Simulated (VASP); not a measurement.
# Ca2Ru2O7 with r2SCAN: from relaxation to properties, part 5 of 6

Aim: relax Ca2Ru2O7, then compute properties on the relaxed cell. Left out of this account: 1 further run (relaxation: a spoilt try). The start is a computed cell from the Materials Project.

VASP 6.6.1; r2SCAN, no spin polarisation; plane waves and PAW (Ca_sv, Ru_pv, O).

Still holding for the runs below: This run has no spin polarisation, although Ru can carry a moment. The k-mesh is coarse for a metal.

So far. Step 6 (Density of states (r2SCAN)): The finer mesh and the other smearing move the Fermi level by -0.01 eV from the 4×4×4 run, a small shift, which tests the Fermi level alone. Of the states within 0.3 eV of the Fermi level, the largest shares in the PAW spheres are Ru d 54 % and O p 31 %. The rest lies in smaller channels or between the spheres. Step 8 (Volume scan with r2SCAN): The pressure here is 13.88 GPa.

## 9. Volume scan with r2SCAN (run 2)

INCAR reads:

```
SYSTEM = Ca2Ru2O7
PREC = Accurate
ENCUT = 520
EDIFF = 1E-06
NELM = 100
ISMEAR = 0
SIGMA = 0.05
LREAL = Auto
ALGO = Normal
METAGGA = R2SCAN
LASPH = .TRUE.
NBANDS = 112
LORBIT = 11
LWAVE = .FALSE.
LCHARG = .FALSE.
KPAR = 8
ISIF = 2
```

POSCAR reads:

```
Ca2Ru2O7
1.0
    0.0000000000      5.0210547550      5.0210547550
    5.0210547550      0.0000000000      5.0210547550
    5.0210547550      5.0210547550      0.0000000000
Ca Ru O
4 4 14
Direct
    0.1250000000      0.6250000000      0.1250000000
    0.1250000000      0.1250000000      0.6250000000
    0.6250000000      0.1250000000      0.1250000000
    0.1250000000      0.1250000000      0.1250000000
    0.1250000000      0.6250000000      0.6250000000
    0.6250000000      0.1250000000      0.6250000000
    0.6250000000      0.6250000000      0.1250000000
    0.6250000000      0.6250000000      0.6250000000
    0.6926245269      0.6926245269      0.3073754731
    0.6926245269      0.3073754731      0.6926245269
    0.9426245269      0.5573754731      0.5573754731
    0.6926245269      0.3073754731      0.3073754731
    0.5573754731      0.9426245269      0.9426245269
    0.3073754731      0.3073754731      0.6926245269
    0.9426245269      0.9426245269      0.5573754731
    0.0000000000      0.0000000000      0.0000000000
    0.5573754731      0.5573754731      0.9426245269
    0.9426245269      0.5573754731      0.9426245269
    0.5573754731      0.9426245269      0.5573754731
    0.2500000000      0.2500000000      0.2500000000
    0.3073754731      0.6926245269      0.3073754731
    0.3073754731      0.6926245269      0.6926245269
```

KPOINTS reads:

```
Automatic mesh
0
Gamma
4 4 4
0 0 0
```

PAW data sets: Ca_sv, Ru_pv and O (PBE family, release 64).

On the command line:

```bash
mpirun -np 8 vasp_std
```

Log:

```text
[... set-up lines as in an earlier step ...]
 entering main loop
       N       E                     dE             d eps       ncg     rms          rms(c)
DAV:   1     0.202118175258E+04    0.20212E+04   -0.10169E+05  1792   0.171E+03
DAV:   2    -0.115878290527E+03   -0.21371E+04   -0.20426E+04  1896   0.518E+02
DAV:   3    -0.345897510959E+03   -0.23002E+03   -0.22645E+03  2304   0.160E+02
DAV:   4    -0.354696675013E+03   -0.87992E+01   -0.87484E+01  2680   0.294E+01
DAV:   5    -0.355217078053E+03   -0.52040E+00   -0.51938E+00  2824   0.501E+00    0.940E+01
DAV:   6    -0.256492779816E+03    0.98724E+02   -0.21646E+02  2152   0.666E+01    0.243E+01
DAV:   7    -0.256651295971E+03   -0.15852E+00   -0.50362E+01  2136   0.331E+01    0.251E+01
DAV:   8    -0.255359803821E+03    0.12915E+01   -0.49426E+00  2288   0.108E+01    0.745E+00
DAV:   9    -0.255471552181E+03   -0.11175E+00   -0.11605E+00  2208   0.339E+00    0.204E+00
DAV:  10    -0.255453086881E+03    0.18465E-01   -0.18264E-01  2544   0.118E+00    0.896E-01
DAV:  11    -0.255452118687E+03    0.96819E-03   -0.30758E-02  2128   0.844E-01    0.477E-01
DAV:  12    -0.255451261331E+03    0.85736E-03   -0.51977E-03  2568   0.380E-01    0.209E-01
DAV:  13    -0.255451547298E+03   -0.28597E-03   -0.41289E-03  2328   0.229E-01    0.137E-01
DAV:  14    -0.255451325588E+03    0.22171E-03   -0.10099E-03  2112   0.146E-01    0.297E-02
DAV:  15    -0.255451333296E+03   -0.77071E-05   -0.21617E-04  2160   0.414E-02    0.183E-02
DAV:  16    -0.255451328133E+03    0.51623E-05   -0.32595E-05  1992   0.206E-02    0.646E-03
DAV:  17    -0.255451328045E+03    0.88276E-07   -0.31048E-06  1688   0.517E-03
   1 F= -.25545133E+03 E0= -.25544278E+03  d E =-.170957E-01
```

Elapsed: 2.7 min, on 8 MPI ranks of Intel Xeon 6975P-C (Granite Rapids), shared host; peak memory 4.2 GiB; 18 min of CPU time.

From OUTCAR (step 9):

```text
   ENCUT  =  520.0 eV  38.22 Ry    6.18 a.u.  13.20 13.20 13.20*2*pi/ulx,y,z

   NELECT =     180.0000    total number of electrons

 E-fermi :   4.5995

 k-point     1 :       0.0000    0.0000    0.0000
  band No.  band energies     occupation
    ...
     88       4.2122      2.00000
     89       4.2122      2.00000
     90       4.4955      1.99674
     91       4.4955      1.99674
     92       4.4955      1.99674
     93       5.0695      0.00000
     94       5.5966      0.00000
     95       5.5966      0.00000
     96       5.5966      0.00000
     97       7.4573      0.00000
    ...

  Total       13.7829778     13.7829778     13.7829778      0.0000000      0.0000000      0.0000000
  in kB       87.2245569     87.2245569     87.2245569      0.0000000      0.0000000      0.0000000
  external PRESSURE =      87.2245569 kB  Pullay stress =       0.0000000 kB

 POSITION                                       TOTAL-FORCE (eV/Angst)
 -----------------------------------------------------------------------------------
      3.76579      1.25526      3.76579         0.000000      0.000000      0.000000
      3.76579      3.76579      1.25526         0.000000      0.000000      0.000000
      1.25526      3.76579      3.76579         0.000000      0.000000      0.000000
      1.25526      1.25526      1.25526         0.000000      0.000000      0.000000
      6.27632      3.76579      3.76579         0.000000      0.000000      0.000000
      3.76579      6.27632      3.76579         0.000000      0.000000      0.000000
      3.76579      3.76579      6.27632         0.000000      0.000000      0.000000
      6.27632      6.27632      6.27632         0.000000      0.000000      0.000000
      5.02105      5.02105      6.95541         0.000000      0.000000      0.276320
      5.02105      6.95541      5.02105         0.000000      0.276320      0.000000
      5.59723      7.53158      7.53158        -0.276320      0.000000      0.000000
      3.08670      5.02105      5.02105        -0.276320      0.000000      0.000000
      9.46594      7.53158      7.53158         0.276320      0.000000      0.000000
      5.02105      5.02105      3.08670         0.000000      0.000000     -0.276320
      7.53158      7.53158      9.46594         0.000000      0.000000      0.276320
      0.00000      0.00000      0.00000         0.000000      0.000000      0.000000
      7.53158      7.53158      5.59723         0.000000      0.000000     -0.276320
      7.53158      9.46594      7.53158         0.000000      0.276320      0.000000
      7.53158      5.59723      7.53158         0.000000     -0.276320      0.000000
      2.51053      2.51053      2.51053         0.000000      0.000000      0.000000
      5.02105      3.08670      5.02105         0.000000     -0.276320      0.000000
      6.95541      5.02105      5.02105         0.276320      0.000000      0.000000
 -----------------------------------------------------------------------------------
    total drift:                                0.000000      0.000000      0.000000

  FREE ENERGIE OF THE ION-ELECTRON SYSTEM (eV)
  ---------------------------------------------------
  free  energy   TOTEN  =      -255.4513280450 eV

  energy  without entropy=     -255.4342323232  energy(sigma->0) =     -255.44278018

[... 5 parts as in an earlier step ...]

[... 11 further parts left out ...]
```

Numbers from this step:

- free energy (TOTEN): -255.4513 eV
- energy at zero smearing: -255.4428 eV
- Fermi energy: 4.599 eV
- pressure: 8.722 GPa

Force by atom:

```tsv
atom	x (eV/Å)	y (eV/Å)	z (eV/Å)	size
Ca1	0.000	0.000	0.000	0.000
Ca2	0.000	0.000	0.000	0.000
Ca3	0.000	0.000	0.000	0.000
Ca4	0.000	0.000	0.000	0.000
Ru5	0.000	0.000	0.000	0.000
Ru6	0.000	0.000	0.000	0.000
Ru7	0.000	0.000	0.000	0.000
Ru8	0.000	0.000	0.000	0.000
O9	0.000	0.000	0.276	0.276
O10	0.000	0.276	0.000	0.276
O11	-0.276	0.000	0.000	0.276
O12	-0.276	0.000	0.000	0.276
O13	0.276	0.000	0.000	0.276
O14	0.000	0.000	-0.276	0.276
O15	0.000	0.000	0.276	0.276
O16	0.000	0.000	0.000	0.000
O17	0.000	0.000	-0.276	0.276
O18	0.000	0.276	0.000	0.276
O19	0.000	-0.276	0.000	0.276
O20	0.000	0.000	0.000	0.000
O21	0.000	-0.276	0.000	0.276
O22	0.276	0.000	0.000	0.276
```

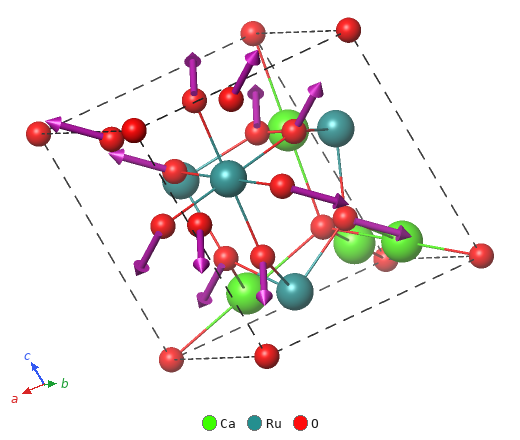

Force as arrows, the longest 0.276 eV/Å. Bonds to atoms that aren't drawn are left out. Some periodic images of atoms are drawn too.

The pressure falls from 13.88 to 8.72 GPa.

## 10. Volume scan with r2SCAN (run 3)

INCAR is that of step 9.

POSCAR, as its differences from that of step 9:

```diff
@@ -2,5 +2,5 @@
 1.0
-    0.0000000000      5.0210547550      5.0210547550
-    5.0210547550      0.0000000000      5.0210547550
-    5.0210547550      5.0210547550      0.0000000000
+    0.0000000000      5.0556838131      5.0556838131
+    5.0556838131      0.0000000000      5.0556838131
+    5.0556838131      5.0556838131      0.0000000000
 Ca Ru O
```

KPOINTS is that of step 9.

On the command line:

```bash
mpirun -np 8 vasp_std
```

Log:

```text
[... set-up lines as in an earlier step ...]
 entering main loop
       N       E                     dE             d eps       ncg     rms          rms(c)
DAV:   1     0.201766506135E+04    0.20177E+04   -0.10184E+05  1792   0.171E+03
DAV:   2    -0.113091426130E+03   -0.21308E+04   -0.20389E+04  1888   0.515E+02
DAV:   3    -0.346233903402E+03   -0.23314E+03   -0.22934E+03  2296   0.159E+02
DAV:   4    -0.354966448438E+03   -0.87325E+01   -0.86647E+01  2592   0.291E+01
[...]
DAV:  15    -0.255669683825E+03   -0.76412E-05   -0.16048E-04  2136   0.372E-02    0.176E-02
DAV:  16    -0.255669679389E+03    0.44358E-05   -0.26655E-05  1944   0.189E-02    0.658E-03
DAV:  17    -0.255669679344E+03    0.44965E-07   -0.28004E-06  1648   0.488E-03
   1 F= -.25566968E+03 E0= -.25566042E+03  d E =-.185206E-01
```

The job ended after 2.5 min (8 MPI ranks; peak memory 4.1 GiB; 17 min of CPU time).

From OUTCAR (step 10):

```text
  Total        6.6421942      6.6421942      6.6421942     -0.0000000     -0.0000000     -0.0000000
  in kB       41.1767854     41.1767854     41.1767854     -0.0000000     -0.0000000     -0.0000000
  external PRESSURE =      41.1767854 kB  Pullay stress =       0.0000000 kB

 POSITION                                       TOTAL-FORCE (eV/Angst)
 -----------------------------------------------------------------------------------
      3.79176      1.26392      3.79176         0.000000      0.000000      0.000000
      3.79176      3.79176      1.26392         0.000000      0.000000      0.000000
      1.26392      3.79176      3.79176         0.000000      0.000000      0.000000
      1.26392      1.26392      1.26392         0.000000      0.000000      0.000000
      6.31960      3.79176      3.79176         0.000000      0.000000      0.000000
      3.79176      6.31960      3.79176         0.000000      0.000000      0.000000
      3.79176      3.79176      6.31960         0.000000      0.000000      0.000000
      6.31960      6.31960      6.31960         0.000000      0.000000      0.000000
      5.05568      5.05568      7.00338         0.000000      0.000000      0.130846
      5.05568      7.00338      5.05568         0.000000      0.130846      0.000000
      5.63583      7.58353      7.58353        -0.130846      0.000000      0.000000
      3.10799      5.05568      5.05568        -0.130846      0.000000      0.000000
      9.53122      7.58353      7.58353         0.130846      0.000000      0.000000
      5.05568      5.05568      3.10799         0.000000      0.000000     -0.130846
[...]
-----------------------------------------------------------------------------------
    total drift:                                0.000000      0.000000      0.000000

  FREE ENERGIE OF THE ION-ELECTRON SYSTEM (eV)
  ---------------------------------------------------
  free  energy   TOTEN  =      -255.6696793440 eV

  energy  without entropy=     -255.6511587003  energy(sigma->0) =     -255.66041902

[... 1 part as in an earlier step ...]

[... 2 further parts left out ...]
[key lines of the parts left out:]
E-fermi :   4.3540
```

The pressure falls from 8.72 to 4.12 GPa.

The run ends at a pressure of 4.12 GPa, with forces up to 0.13 eV/Å.

## 11. Volume scan with r2SCAN (run 4)

INCAR is that of step 10.

POSCAR, as its differences from that of step 10:

```diff
@@ -2,5 +2,5 @@
 1.0
-    0.0000000000      5.0556838131      5.0556838131
-    5.0556838131      0.0000000000      5.0556838131
-    5.0556838131      5.0556838131      0.0000000000
+    0.0000000000      5.0898448751      5.0898448751
+    5.0898448751      0.0000000000      5.0898448751
+    5.0898448751      5.0898448751      0.0000000000
 Ca Ru O
```

KPOINTS is that of step 10.

On the command line:

```bash
mpirun -np 8 vasp_std
```

Log:

```text
[... set-up lines as in an earlier step ...]
 entering main loop
       N       E                     dE             d eps       ncg     rms          rms(c)
[... 16 cycles as in an earlier step ...]
   1 F= -.25574477E+03 E0= -.25573473E+03  d E =-.200805E-01
```

Wall time 2.4 min (8 MPI ranks); peak memory 4 GiB; 16 min of CPU time.

OUTCAR, selected parts (step 11):

```text
[... 6 parts as in an earlier step ...]

[... 1 further part left out ...]
[key lines of the parts left out:]
E-fermi :   4.1194
```

The pressure falls from 4.12 to -0.01 GPa.

The run ends at a pressure of -0.01 GPa, with forces up to 0.0062 eV/Å.

## 12. Volume scan with r2SCAN (run 5)

INCAR is that of step 11.

POSCAR, as its differences from that of step 11:

```diff
@@ -2,5 +2,5 @@
 1.0
-    0.0000000000      5.0898448751      5.0898448751
-    5.0898448751      0.0000000000      5.0898448751
-    5.0898448751      5.0898448751      0.0000000000
+    0.0000000000      5.1235534394      5.1235534394
+    5.1235534394      0.0000000000      5.1235534394
+    5.1235534394      5.1235534394      0.0000000000
 Ca Ru O
```

KPOINTS is that of step 11.

On the command line:

```bash
mpirun -np 8 vasp_std
```

Log:

```text
[... set-up lines as in an earlier step ...]
 entering main loop
       N       E                     dE             d eps       ncg     rms          rms(c)
DAV:   1     0.199343369537E+04    0.19934E+04   -0.10171E+05  1792   0.170E+03
DAV:   2    -0.117119196870E+03   -0.21106E+04   -0.20214E+04  1904   0.512E+02
DAV:   3    -0.346277539051E+03   -0.22916E+03   -0.22568E+03  2288   0.157E+02
DAV:   4    -0.355308094528E+03   -0.90306E+01   -0.89577E+01  2688   0.295E+01
[...]
DAV:  14    -0.255690324625E+03   -0.53625E-05   -0.21297E-04  2320   0.572E-02    0.380E-02
DAV:  15    -0.255690322597E+03    0.20284E-05   -0.38835E-05  2256   0.225E-02    0.166E-02
DAV:  16    -0.255690323023E+03   -0.42628E-06   -0.45699E-06  1784   0.972E-03
   1 F= -.25569032E+03 E0= -.25567945E+03  d E =-.217422E-01
```

Wall time 2.5 min (8 MPI ranks); peak memory 4.1 GiB; 17 min of CPU time.

From OUTCAR (step 12):

```text
  Total       -6.2409792     -6.2409792     -6.2409792      0.0000000      0.0000000      0.0000000
  in kB      -37.1723064    -37.1723064    -37.1723064      0.0000000      0.0000000      0.0000000
  external PRESSURE =     -37.1723064 kB  Pullay stress =       0.0000000 kB

 POSITION                                       TOTAL-FORCE (eV/Angst)
 -----------------------------------------------------------------------------------
      3.84267      1.28089      3.84267         0.000000      0.000000      0.000000
      3.84267      3.84267      1.28089         0.000000      0.000000      0.000000
      1.28089      3.84267      3.84267         0.000000      0.000000      0.000000
      1.28089      1.28089      1.28089         0.000000      0.000000      0.000000
      6.40444      3.84267      3.84267         0.000000      0.000000      0.000000
      3.84267      6.40444      3.84267         0.000000      0.000000      0.000000
      3.84267      3.84267      6.40444         0.000000      0.000000      0.000000
      6.40444      6.40444      6.40444         0.000000      0.000000      0.000000
      5.12355      5.12355      7.09740         0.000000      0.000000     -0.128918
      5.12355      7.09740      5.12355         0.000000     -0.128918      0.000000
      5.71149      7.68533      7.68533         0.128918      0.000000      0.000000
      3.14971      5.12355      5.12355         0.128918      0.000000      0.000000
      9.65917      7.68533      7.68533        -0.128918      0.000000      0.000000
      5.12355      5.12355      3.14971         0.000000      0.000000      0.128918
[...]
-----------------------------------------------------------------------------------
    total drift:                                0.000000      0.000000      0.000000

  FREE ENERGIE OF THE ION-ELECTRON SYSTEM (eV)
  ---------------------------------------------------
  free  energy   TOTEN  =      -255.6903230228 eV

  energy  without entropy=     -255.6685808256  energy(sigma->0) =     -255.67945192

[... 1 part as in an earlier step ...]

[... 2 further parts left out ...]
[key lines of the parts left out:]
E-fermi :   3.8946
```

The pressure falls from -0.01 to -3.72 GPa.

The run ends at a pressure of -3.72 GPa, with forces up to 0.13 eV/Å.

## 13. Volume scan with r2SCAN (run 6)

INCAR is that of step 12.

POSCAR, as its differences from that of step 12:

```diff
@@ -2,5 +2,5 @@
 1.0
-    0.0000000000      5.1235534394      5.1235534394
-    5.1235534394      0.0000000000      5.1235534394
-    5.1235534394      5.1235534394      0.0000000000
+    0.0000000000      5.1568241992      5.1568241992
+    5.1568241992      0.0000000000      5.1568241992
+    5.1568241992      5.1568241992      0.0000000000
 Ca Ru O
```

KPOINTS is that of step 12.

On the command line:

```bash
mpirun -np 8 vasp_std
```

Log:

```text
[... set-up lines as in an earlier step ...]
 entering main loop
       N       E                     dE             d eps       ncg     rms          rms(c)
DAV:   1     0.197090445451E+04    0.19709E+04   -0.10157E+05  1792   0.169E+03
DAV:   2    -0.115531382388E+03   -0.20864E+04   -0.19998E+04  1888   0.507E+02
DAV:   3    -0.346443943270E+03   -0.23091E+03   -0.22715E+03  2320   0.155E+02
DAV:   4    -0.355255911858E+03   -0.88120E+01   -0.87316E+01  2656   0.290E+01
[...]
DAV:  15    -0.255520657566E+03   -0.29160E-05   -0.43934E-05  2056   0.259E-02    0.202E-02
DAV:  16    -0.255520656231E+03    0.13351E-05   -0.30581E-05  1944   0.141E-02    0.107E-02
DAV:  17    -0.255520655381E+03    0.85038E-06   -0.50221E-06  1520   0.701E-03
   1 F= -.25552066E+03 E0= -.25550892E+03  d E =-.234778E-01
```

The job ended after 2.7 min (8 MPI ranks; peak memory 4.1 GiB; 18 min of CPU time).

From OUTCAR (step 13):

```text
  Total      -12.0117589    -12.0117589    -12.0117589      0.0000000      0.0000000     -0.0000000
  in kB      -70.1681803    -70.1681803    -70.1681803      0.0000000      0.0000000     -0.0000000
  external PRESSURE =     -70.1681803 kB  Pullay stress =       0.0000000 kB

 POSITION                                       TOTAL-FORCE (eV/Angst)
 -----------------------------------------------------------------------------------
      3.86762      1.28921      3.86762        -0.000000     -0.000000     -0.000000
      3.86762      3.86762      1.28921        -0.000000     -0.000000     -0.000000
      1.28921      3.86762      3.86762        -0.000000     -0.000000     -0.000000
      1.28921      1.28921      1.28921        -0.000000     -0.000000     -0.000000
      6.44603      3.86762      3.86762        -0.000000     -0.000000     -0.000000
      3.86762      6.44603      3.86762        -0.000000     -0.000000     -0.000000
      3.86762      3.86762      6.44603        -0.000000     -0.000000     -0.000000
      6.44603      6.44603      6.44603        -0.000000     -0.000000     -0.000000
      5.15682      5.15682      7.14349        -0.000000     -0.000000     -0.242571
      5.15682      7.14349      5.15682        -0.000000     -0.242571     -0.000000
      5.74857      7.73524      7.73524         0.242571     -0.000000     -0.000000
      3.17016      5.15682      5.15682         0.242571     -0.000000     -0.000000
      9.72190      7.73524      7.73524        -0.242571     -0.000000     -0.000000
      5.15682      5.15682      3.17016        -0.000000     -0.000000      0.242571
[...]
-----------------------------------------------------------------------------------
    total drift:                                0.000000      0.000000      0.000000

  FREE ENERGIE OF THE ION-ELECTRON SYSTEM (eV)
  ---------------------------------------------------
  free  energy   TOTEN  =      -255.5206553806 eV

  energy  without entropy=     -255.4971775807  energy(sigma->0) =     -255.50891648

[... 1 part as in an earlier step ...]

[... 2 further parts left out ...]
[key lines of the parts left out:]
E-fermi :   3.6794
```

The pressure falls from -3.72 to -7.02 GPa.

The run ends at a pressure of -7.02 GPa, with forces up to 0.24 eV/Å.

(Continued in part 6 of 6.)

[Lines on the potential files, build, host, timing and source positions are cut from VASP's logs without a mark.]

[Logs are printed without paths, hosts, clocks, repeated set-up lines and the standing remarks that a program may print on its own settings, such as how far it seeks lower states.]

[Hosts, paths, dates, database ids (printed as entryN), source tags and the programs' standing remarks are cut or masked in the printed files.]

[A measured line is paired with the nearest computed mode of its activity, which favours agreement.]
